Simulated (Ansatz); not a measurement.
# BH5S (B(H2S)H3) at BHLYP/STO-3G

What is the vertical electron affinity of BH5S (B(H2S)H3) at BHLYP/STO-3G? 

Program for the calculation: Ansatz 0.2.0.

### Step 1. The system as given

BH5S has 7 atoms, charge 0, and is taken as a singlet. SMILES: `[H]B([H])([H])<-S`. Geometry: a GFN2-xTB relaxation, a rough one for these elements and not checked as a minimum.

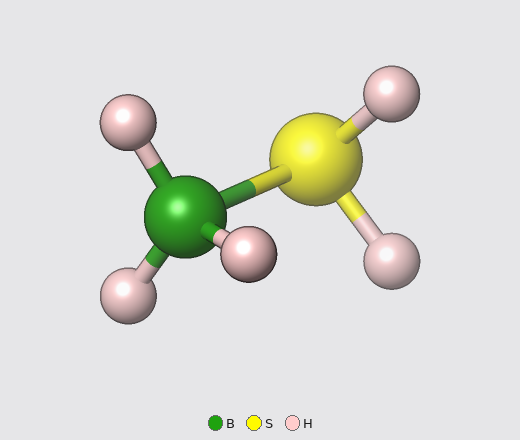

The structure, seen from a chosen angle (boron green, sulfur yellow, hydrogen pink).

### Step 2. The energy at BHLYP/STO-3G

Input file in.yaml:

```yaml
basis:
  gaussian:
    orbitals: STO-3G
crystal:
  periodic: [false, false, false]
  atoms:
    - {symbol: B, position_ang: [0.127630, -0.217240, -0.817090]}
    - {symbol: S, position_ang: [0.134050, -0.231310, 1.222430]}
    - {symbol: H, position_ang: [0.506250, 1.037510, 1.415020]}
    - {symbol: H, position_ang: [-1.154430, 0.067690, 1.414850]}
    - {symbol: H, position_ang: [1.280190, -0.216980, -1.075620]}
    - {symbol: H, position_ang: [-0.453000, 0.779570, -1.081760]}
    - {symbol: H, position_ang: [-0.440700, -1.219250, -1.077830]}
hamiltonian:
  xc: {name: BHLYP}
accuracy: high
```

Run with:

```sh
$ ansatz run in.yaml --threads 1 --pin off --max-ram 2610MiB --events-out events.jsonl --progress --plain --runs-dir runs
```

Output:

```text
Warning: RAYON_NUM_THREADS=1 ignored (pool sized by the plan → 1); use --threads N
Functional definition: BHLYP
  name "BHLYP"
  parameter a = 0.5
  exchange = (1 - a)*b88_x + a*exact_x
  correlation = lyp_c
329 factors; integrals over basis functions are off by at most 8.7e-9 eV
mean field evaluation 1: about -11463.0665 eV, gradient 1.2e1 eV
mean field evaluation 2: about -11463.8019 eV, gradient 3.0e0 eV
mean field evaluation 4: about -11463.8351 eV, gradient 4.9e-2 eV
mean field evaluation 8: about -11463.8288 eV, gradient 4.6e-4 eV
mean field -11463.82879762 eV, -421.2879378505 hartree, gradient 3.3e-8 eV, S^2 0.000000; 0 other end points of the search recorded, 0 dependent functions left out
reference -11463.82881651 eV, -421.2879385443 hartree; 13, 13 occupied and 6, 6 virtual orbitals, 329 factors
Total energy: -11463.82881651 eV, -421.2879385443 hartree
```

It took 1 s on 1 thread of Arm Neoverse V2, shared host; peak memory 0.098 GiB.

### Step 3. The doublet anion at the same level

Input file run.yaml:

```yaml
crystal:
  periodic: [false, false, false]
  atoms:
    - {symbol: B, position_ang: [0.127630, -0.217240, -0.817090]}
    - {symbol: S, position_ang: [0.134050, -0.231310, 1.222430]}
    - {symbol: H, position_ang: [0.506250, 1.037510, 1.415020]}
    - {symbol: H, position_ang: [-1.154430, 0.067690, 1.414850]}
    - {symbol: H, position_ang: [1.280190, -0.216980, -1.075620]}
    - {symbol: H, position_ang: [-0.453000, 0.779570, -1.081760]}
    - {symbol: H, position_ang: [-0.440700, -1.219250, -1.077830]}
basis:
  gaussian:
    orbitals: STO-3G
total_charge: -1
magnetization:
  spin_polarized: true
  initial_magnetization: 1
hamiltonian:
  xc: {name: BHLYP}
accuracy: high
```

Run with:

```sh
$ ansatz run run.yaml --threads 1 --pin off --max-ram 2610MiB --events-out events.jsonl --progress --plain --runs-dir runs
```

Output:

```text
Warning: RAYON_NUM_THREADS=1 ignored (pool sized by the plan → 1); use --threads N
Functional definition: BHLYP
  name "BHLYP"
  parameter a = 0.5
  exchange = (1 - a)*b88_x + a*exact_x
  correlation = lyp_c
329 factors; integrals over basis functions are off by at most 8.7e-9 eV
mean field evaluation 1: about -11454.9296 eV, gradient 7.3e0 eV
mean field evaluation 2: about -11455.4104 eV, gradient 1.6e0 eV
mean field evaluation 4: about -11455.4384 eV, gradient 1.2e-1 eV
mean field evaluation 8: about -11455.4701 eV, gradient 1.8e-3 eV
mean field evaluation 16: about -11455.4701 eV, gradient 1.1e-5 eV
mean field -11455.47011385 eV, -420.9807618874 hartree, gradient 3.0e-8 eV, S^2 0.759470; 2 other end points of the search recorded, 0 dependent functions left out
reference -11455.47013259 eV, -420.9807625763 hartree; 14, 13 occupied and 5, 6 virtual orbitals, 329 factors
Total energy: -11455.47013259 eV, -420.9807625763 hartree
```

Wall time 2.2 s (1 thread of Arm Neoverse V2, shared host); peak memory 0.14 GiB.

### Step 4. Summary of results

Level: BHLYP/STO-3G.

| quantity | value |
| --- | --- |
| singlet BH5S: total energy | -421.28794 Eh |
| doublet anion: total energy | -420.98076 Eh |
| doublet anion: ⟨S²⟩ | 0.759 |
| vertical electron affinity (to the doublet anion) | -8.359 eV |

The anion lies 8.36 eV (193 kcal/mol) above the neutral: the electron isn't bound at this level, and such a value depends on the basis. Without diffuse functions anions come out too high.
